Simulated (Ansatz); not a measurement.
```xyz
3

As   -0.2158   -1.2940    0.3012
As   -0.6972    0.5856   -0.9914
As    0.9130    0.7084    0.6903
```

Geometry: r2SCAN-D4/def2-TZVP.

Method: RKS PBE0-D4/def2-TZVP in Ansatz 0.2.0.

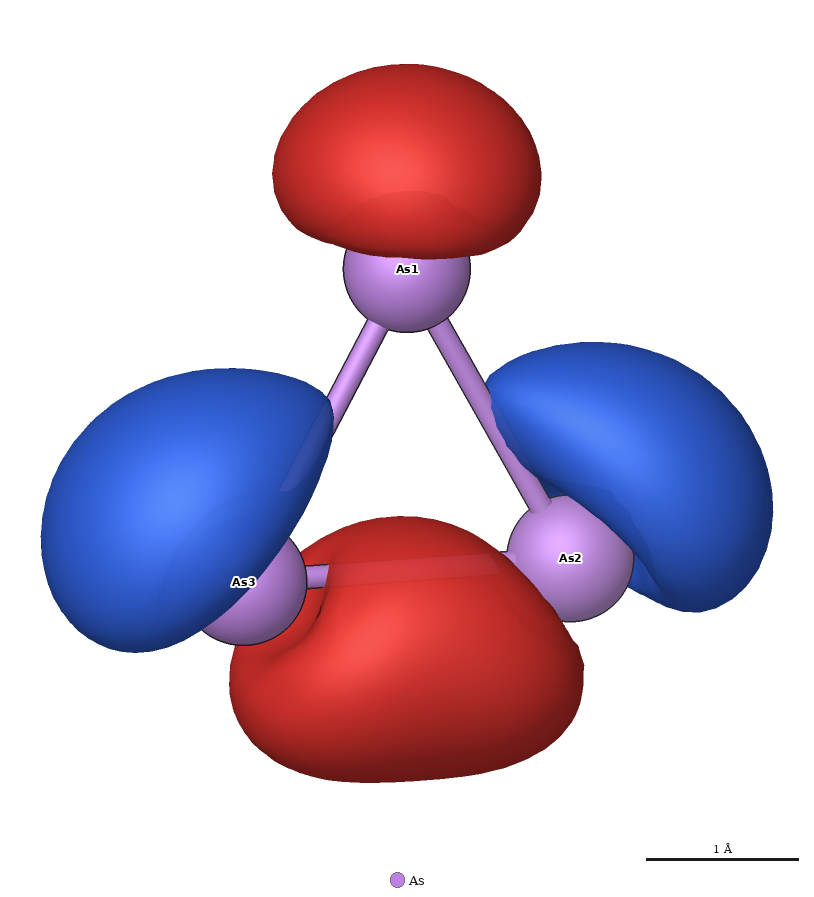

As₃ (charge +1). The HOMO at ±0.15 Å⁻³ᐟ² (blue and red are the two phases), seen at a tilt.

Q: Describe this orbital and give its energy.

A: By Hirshfeld shares it lies mainly on As2 (about 40 %), As3 (about 40 %) and As1 (about 20 %); it is symmetric in the molecular plane (an in-plane orbital: σ, lone-pair or in-plane π type). It is one of a degenerate set, so its orientation is arbitrary. Its energy is −13.33 eV.
